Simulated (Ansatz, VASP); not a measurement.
## Rh (Rhodium) in two plane-wave programs

Wanted: the spread between two codes on one cell, functional and k mesh. The cell comes out of the VASP series on this material, whose earlier steps may have relaxed, scaled or displaced it; both programs get it as it stands.

Program: Ansatz 0.2.0. Level of theory: plane waves, with VASP 6.6.1 beside it; single point at PBE. Results are calculated unless marked as measured.

### 1. Set-up

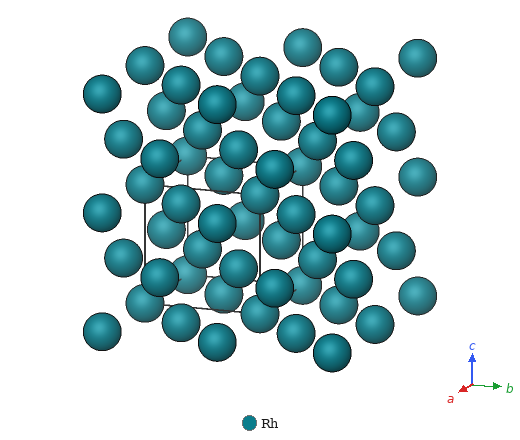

The cell as given, slightly off an axis (rhodium blue). 2×2×2 cells are drawn. This picture shows the conventional cell, with its axes. Some periodic images of atoms are drawn too.

### 2. Ansatz: single point, PBE

Ansatz runs on its default PAW (the set named soft_2) files.

With cell and atoms fixed, the geometry can't cause a difference; cores, projectors, grids and the points listed under the comparison can.

The input, input.yaml:

```yaml
crystal:
  lattice:
    - [0.0, 1.911052606, 1.911052606]
    - [1.911052606, 0.0, 1.911052606]
    - [1.911052606, 1.911052606, 0.0]
  atoms:
    - { symbol: Rh, position: [0.0, 0.0, 0.0] }
hamiltonian:
  xc: pbe
  pseudopotentials: { kind: paw }
kpoints:
  mp_grid: { grid: [12, 12, 12] }
scf:
  occupations: { method: methfessel_paxton, width: 0.2 }
  n_extra_bands: 4
output:
  forces: true
  stress: true
  eigenvalues: true
```

Started as:

```sh
$ ansatz run input.yaml --threads 2 --pin off --max-ram 4608MiB --backend cpu --events-out ev --progress --plain --runs-dir out
```

Numbers of over 12 decimals in the logs are rounded to 6 here.

The program printed:

```text
scf.n_extra_bands = 4 over 9 filled bands (N_el = 17.0): the run solves 13 bands
Engine: ansatz 0.2.0, x86_64-unknown-linux-gnu
Pseudopotentials: kind: paw
Pseudopotential: Rh, paw, valence charge 17, recommended cutoff 420 eV (normal), Rh.paw.azcp
Functional definition: PBE
  parameter kappa = 0.804
  parameter beta = 0.066725
  exchange = pbe_x(kappa = kappa, mu = beta*pi^2/3)
  correlation = pbe_c(beta = beta)
Crystal: 1 atoms, lattice volume = 13.959 Å³
Basis set: ecut = 420 eV, 283 PW (Γ), exchange–correlation on 40×40×40 points (8 copies of the dense FFT grid, shifted against one another)
Bands: 13, of which v1, the nominal top of the filled ones, is band 9 counted from 1 (8 counted from 0)
Symmetry: 48 space group operations
Space group: Fm-3m (ITA 225), of the structure as read, at distance tolerance 2.4e-5 Å
k-points: 72 of 1728
Non-local potential: Rh, projectors of the file, l = 0: 3, l = 1: 2, l = 2: 2, l = 3: 1
PAW form: soft (Blöchl's): semilocal exchange-correlation on the pseudo side does not see the compensation charge
PAW one-centre angular grid: Rh, 590 points (default); XC on 64 Gauss nodes
Initial density: superposition of atomic densities (neutral atoms: chi_scale 0, normalization atom), corrected by the library's trained network
Initial wavefunctions: pseudopotential atomic-orbital guess
Functional: x = pbe(κ = 0.804, μ = 0.219515), c = pbe(β = 0.066725)
SCF iter   1: F=—  HF=-6402.889738 eV  |F-HF|=—  |Δ(HF+E_count)|=         —  Δρ=2.66e-3  dr2=1.88e-4  ethr=1.77e-3  ⟨swp⟩=4.7  Hψ=4995  notcnv=0
preconditioner: auto → none  [metal: Δε(μ)=0.108 eV  Ē_g=13.816 eV  σ=0.200 eV  W_gap=0.42  n_scr=0 (ndim 8)  ℏωp=29.8 eV  f_vac=0.000  D(μ)=1.04/eV (n_scr^D=14)]
SCF iter   2: F=—  HF=-6402.889859 eV  |F-HF|=—  |Δ(HF+E_count)|=   1.21e-4  S|Δr|=    0.00e0  Δρ=1.35e-3  dr2=3.96e-5  ethr=1.11e-6  ⟨swp⟩=2.6  Hψ=2215  notcnv=0
SCF iter   3: F=—  HF=-6402.889888 eV  |F-HF|=—  |Δ(HF+E_count)|=   2.86e-5  S|Δr|=    0.00e0  Δρ=3.29e-4  dr2=6.23e-6  ethr=2.33e-7  ⟨swp⟩=2.2  Hψ=1444  notcnv=0
SCF iter   4: F=—  HF=-6402.889888 eV  |F-HF|=—  |Δ(HF+E_count)|=   6.54e-7  S|Δr|=    0.00e0  Δρ=7.49e-5  dr2=3.75e-7  ethr=3.67e-8  ⟨swp⟩=2.0  Hψ=1283  notcnv=0
SCF iter   5: F=-6402.889888 eV  HF=-6402.889888 eV  |F-HF|=2.34e-9  |Δ(HF+E_count)|=   3.46e-8  S|Δr|=    0.00e0  Δρ=1.30e-5  dr2=9.72e-9  ethr=5.88e-10  ⟨swp⟩=5.0  Hψ=4424  notcnv=0
SCF 1 converged in 5 iterations: F = -6402.889888 eV  dr2 = 9.72e-9
  greatest PAW one-centre occupation: 1.000 electrons in one spin orbital (limit 2), on the Rh atom at site 0 (counted from 0), in its partial waves of l = 0
SCF converged after 5 iterations
Stability not checked: this state was not tested for a lower state beside it, because cold or Methfessel-Paxton smearing, or corrected tetrahedra, fill the levels in a way that the test cannot read (fill_not_monotonic; see scf.lower_state_search)
Free energy (F): -6402.889888 eV
Harris-Foulkes:  -6402.889888 eV  (|F-HF|=2.34e-9)
Internal energy: -6402.893983 eV  (E = F + TS)
E sigma→0 (E₀):  -6402.890912 eV
Entropy (-TS):   0.004095 eV (4.095 meV/atom)
Fermi energy:    21.968967 eV
--- Per-component energies (eV) ---
  E_band       = -91.901617
  E_kinetic    = 572.875164
  E_local      = -1581.294575  (includes V_loc(G=0)·N_el)
  E_nonlocal   = 354.385505
  E_hartree    = 555.765592
  E_xc         = -221.846080
  E_vxc        = -278.499378  (∫ρ·V_xc dr)
  E_paw        = -3586.787910  (= ΣΔE_a)
  E_vpaw       = -270.904697  (= ΣTr[D̂ρ^β])
  E_aug_tail   = 0.000870  (compensation charges beyond the density's cutoff)
  E_ewald      = -2495.992549
  E_smearing   = 0.004095  (= −TS)
  E_closure    = -0.000000  (closes the sum)
  Σ components = -6402.889888   (vs F -6402.889888, Δ=0.00e0)
--- Forces (eV/Å), atoms counted from 1 ---
  atom   1  Rh    -0.00000000    -0.00000000    -0.00000000
  max |Σ_I F_I| component: 1.48e-31 eV/Å
--- Stress (GPa, compression-positive) ---
        1.301379       0.000000       0.000000
        0.000000       1.301379       0.000000
        0.000000       0.000000       1.301379
  P = ⅓ Tr σ = 1.3014 GPa (13.014 kbar)
--- Band table (eV; the first three rows and the last of 72) ---
  k-point 0: bands = [... 5 lower, 18.9364, 18.9364, 18.9364, 20.9706, 20.9706, 37.7766, 43.0299, 43.0299]
  k-point 1: bands = [... 5 lower, 18.8218, 19.0402, 19.0402, 20.9161, 20.9161, 38.1529, 41.7237, 43.4211]
  k-point 2: bands = [... 5 lower, 18.6175, 19.2500, 19.2500, 20.8718, 20.8718, 38.9193, 39.4665, 44.5076]
  k-point 71: bands = [... 5 lower, 18.2311, 18.2311, 20.7715, 22.9066, 31.4639, 31.4639, 33.0426, 34.4539]
```

Elapsed: 0.51 s, on 2 threads of Intel Xeon Platinum 8488C (Sapphire Rapids), shared host; peak memory 0.3 GiB.

In the SCF lines HF is the Harris–Foulkes energy and dr2 the Hartree energy of the density residual, in eV; the loop may stop once dr2 is under the threshold and the program's other checks hold. Hψ counts applications of the Hamiltonian.

The run ends at a pressure of 1.30 GPa.

### 3. VASP: single point, PBE

The same cell, functional, mesh and smearing now go to VASP, with its own data sets and cutoff.

Lines of VASP's logs that name or quote its potential files are left out, and so is its time.

The input, INCAR:

```
SYSTEM = Rh
PREC = Accurate
ENCUT = 400
EDIFF = 1E-06
NELM = 100
ISMEAR = 1
SIGMA = 0.2
LREAL = .FALSE.
ALGO = Normal
GGA = PE
NBANDS = 13
LASPH = .TRUE.
LORBIT = 11
LWAVE = .FALSE.
LCHARG = .TRUE.
ISIF = 2
LELF = .TRUE.
LVHAR = .TRUE.
```

The input, POSCAR:

```
Rh
1.0
    0.0000000000      1.9110526060      1.9110526060
    1.9110526060      0.0000000000      1.9110526060
    1.9110526060      1.9110526060      0.0000000000
Rh
1
Direct
    0.0000000000      0.0000000000      0.0000000000
```

The input, KPOINTS:

```
Automatic mesh
0
Gamma
12 12 12
0 0 0
```

Potentials, in the order of the species: Rh_pv (PBE family, release 64).

Started as:

```sh
$ mpirun -np 2 vasp_std
```

The program printed:

```text
[banner, memory and clock lines left out]
running    2 mpi-ranks, on    1 nodes
 distrk:  each k-point on    2 cores,    1 groups
 distr:  one band on    1 cores,    2 groups

 POSCAR found type information on POSCAR Rh
 POSCAR found :  1 types and       1 ions
 LDA part: xc-table for (Slater+PW92), standard interpolation
|                                                                             |
|           W    W    AA    RRRRR   N    N  II  N    N   GGGG   !!!           |
|           W    W   A  A   R    R  NN   N  II  NN   N  G    G  !!!           |
|           W    W  A    A  R    R  N N  N  II  N N  N  G       !!!           |
|           W WW W  AAAAAA  RRRRR   N  N N  II  N  N N  G  GGG   !            |
|           WW  WW  A    A  R   R   N   NN  II  N   NN  G    G                |
|           W    W  A    A  R    R  N    N  II  N    N   GGGG   !!!           |
|                                                                             |
|     The number of bands has been changed from the values supplied in        |
|     The orbitals not found in the WAVECAR file will be initialized with     |
|     random numbers, which is usually adequate. For correlated               |
|     calculations, however, you should redo the groundstate calculation.     |
|     I found NBANDS = 13. Now, NBANDS = 14.                                  |
|                                                                             |

 POSCAR, INCAR and KPOINTS ok, starting setup
 FFT: planning ... GRIDC
 FFT: planning ... GRID_SOFT
 FFT: planning ... GRID
 WAVECAR not read
 entering main loop
       N       E                     dE             d eps       ncg     rms          rms(c)
DAV:   1     0.100922635748E+03    0.10092E+03   -0.74944E+03  2046   0.936E+02
DAV:   2    -0.643181357383E+01   -0.10735E+03   -0.10264E+03  2262   0.301E+02
DAV:   3    -0.776347164815E+01   -0.13317E+01   -0.13298E+01  2490   0.369E+01
DAV:   4    -0.776857168452E+01   -0.51000E-02   -0.50999E-02  2298   0.234E+00
DAV:   5    -0.776861268242E+01   -0.40998E-04   -0.40997E-04  2394   0.183E-01    0.973E+00
DAV:   6    -0.727759748446E+01    0.49102E+00   -0.81666E-01  2130   0.126E+01    0.332E+00
DAV:   7    -0.726130632497E+01    0.16291E-01   -0.16499E-02  2316   0.152E+00    0.158E+00
DAV:   8    -0.725779681674E+01    0.35095E-02   -0.30376E-03  2136   0.732E-01    0.181E-01
DAV:   9    -0.725768127522E+01    0.11554E-03   -0.64506E-05  2178   0.104E-01    0.111E-02
DAV:  10    -0.725768199667E+01   -0.72145E-06   -0.27672E-06  2232   0.202E-02
   1 F= -.72576820E+01 E0= -.72590467E+01  d E =0.409407E-02
```

Parts of OUTCAR (step 3):

```text
ion  position               nearest neighbor table
   1  0.000  0.000  0.000-

  LATTYP: Found a face centered cubic cell.
 ALAT       =     3.8221052120

 Subroutine GETGRP returns: Found 48 space group operations
 (whereof 48 operations were pure point group operations)

The static configuration has the point symmetry O_h .

 Found     72 irreducible k-points:

   k-points           NKPTS =     72   k-points in BZ     NKDIM =     72   number of bands    NBANDS=     14

   dimension x,y,z NGX =    18 NGY =   18 NGZ =   18
   dimension x,y,z NGXF=    36 NGYF=   36 NGZF=   36

   ENCUT  =  400.0 eV  29.40 Ry    5.42 a.u.   4.41  4.41  4.41*2*pi/ulx,y,z

   NELECT =      15.0000    total number of electrons

 k-points in reciprocal lattice and weights: Automatic mesh
   0.00000000  0.00000000  0.00000000       0.001
   0.08333333  0.00000000  0.00000000       0.005
   0.16666667  0.00000000  0.00000000       0.005
   0.25000000  0.00000000  0.00000000       0.005
   0.33333333  0.00000000  0.00000000       0.005
   0.41666667  0.00000000  0.00000000       0.005
   0.50000000  0.00000000  0.00000000       0.002
   0.08333333  0.08333333  0.00000000       0.003
   0.16666667  0.08333333  0.00000000       0.014
[...]
-0.33333333  0.50000000  0.16666667       0.007
  -0.25000000  0.50000000  0.25000000       0.003

 average (electrostatic) potential at core
       1 -71.0468

 E-fermi :  11.6357

 k-point     1 :       0.0000    0.0000    0.0000
  band No.  band energies     occupation
    ...
      5       8.6075      2.00000
      6       8.6075      2.00000
      7       8.6075      2.00000
      8      10.6413      2.00000
      9      10.6413      2.00000
     10      27.6363      0.00000
     11      32.1726      0.00000
     12      33.0096      0.00000
     13      33.0096      0.00000
     14      33.0096      0.00000

 k-point     2 :       0.0833    0.0000    0.0000
  band No.  band energies     occupation
    ...
      5       8.4924      2.00000
      6       8.7108      2.00000
      7       8.7108      2.00000
      8      10.5863      2.00000
      9      10.5863      2.00000
     10      28.0176      0.00000
     11      31.6210      0.00000
     12      32.1749      0.00000
     13      33.4037      0.00000
     14      33.4037      0.00000

 k-point     3 :       0.1667    0.0000    0.0000
  band No.  band energies     occupation
    ...
      5       8.2877      2.00000
      6       8.9200      2.00000
      7       8.9200      2.00000
      8      10.5408      2.00000
      9      10.5408      2.00000
     10      28.7637      0.00000
     11      29.3051      0.00000
     12      32.1736      0.00000
     13      34.4929      0.00000
     14      34.4929      0.00000

  Total        0.0168103      0.0168103      0.0168103      0.0000000      0.0000000      0.0000000
  in kB        1.9294723      1.9294723      1.9294723      0.0000000      0.0000000      0.0000000
  external PRESSURE =       1.9294723 kB  Pullay stress =       0.0000000 kB

  energy-cutoff  :      400.00
  volume of cell :       13.96
      direct lattice vectors                 reciprocal lattice vectors
     0.000000000  1.911052606  1.911052606    -0.261635916  0.261635916  0.261635916
     1.911052606  0.000000000  1.911052606     0.261635916 -0.261635916  0.261635916
     1.911052606  1.911052606  0.000000000     0.261635916  0.261635916 -0.261635916

 POSITION                                       TOTAL-FORCE (eV/Angst)
 -----------------------------------------------------------------------------------
      0.00000      0.00000      0.00000         0.000000     -0.000000     -0.000000
 -----------------------------------------------------------------------------------
    total drift:                                0.000000     -0.000000     -0.000000

  FREE ENERGIE OF THE ION-ELECTRON SYSTEM (eV)
  ---------------------------------------------------
  free  energy   TOTEN  =        -7.2576819967 eV

  energy  without entropy=       -7.2617760654  energy(sigma->0) =       -7.25904669

 total charge
# of ion       s       p       d       tot
------------------------------------------
    1        0.409   6.294   7.054  13.757

[... 3 further parts left out ...]
```

The run ends at a pressure of 0.19 GPa.

### 4. Side by side

Known differences besides the PAW data sets themselves: the data sets hold 17 valence electrons in Ansatz (default PAW (the set named soft_2) files) and 15 in VASP; the cutoff is 420 eV in Ansatz and 400 eV in VASP. Total energies have different zeros and are not compared.

Compared:

| quantity | Ansatz | VASP | difference |
| --- | --- | --- | --- |
| pressure (GPa) | 1.30 | 0.19 | +1.11 |

Ansatz's pressure holds a Pulay correction of 0.11 GPa; VASP's holds none.

### 5. Looking for the cause

The difference is large enough to ask for its cause, so further runs change the set-up of one program at a time, as the table lists.

| run | difference in pressure (GPa) |
| --- | --- |
| as above | 1.1 |
| Ansatz's all-electron LAPW method | 1.1 |
| Ansatz's larger PAW set (cutoff 640 eV) | 1.1 |
| norm-conserving potentials (cutoff 1197 eV) | 1.2 |

### 6. Outcome

* difference in pressure (single point, PBE): 1.1 GPa

In words: The difference in pressure is 1.1 GPa (single point, PBE), beyond the 1 GPa picked in this series as the mark of a large difference. For single point, PBE: no further run halves the difference in pressure; only Ansatz's side was varied, and Ansatz's runs with other potentials lie closer to each other than to VASP, which for this quantity points to VASP's side; this was not tested here. The all-electron run, which needs no data set, lies 1.1 GPa from VASP and 0.036 GPa from Ansatz's PAW result, so it sides with Ansatz. Differences of this kind measure data sets and numerical settings, not the functional's error against experiment.

[Lines on the potential files, build, host, timing and source positions are cut from VASP's logs without a mark.]

[Logs are printed without paths, hosts, clocks, repeated set-up lines and the standing remarks that a program may print on its own settings, such as how far it seeks lower states.]

[Hosts, paths, dates, database ids (printed as entryN), source tags and the programs' standing remarks are cut or masked in the printed files.]
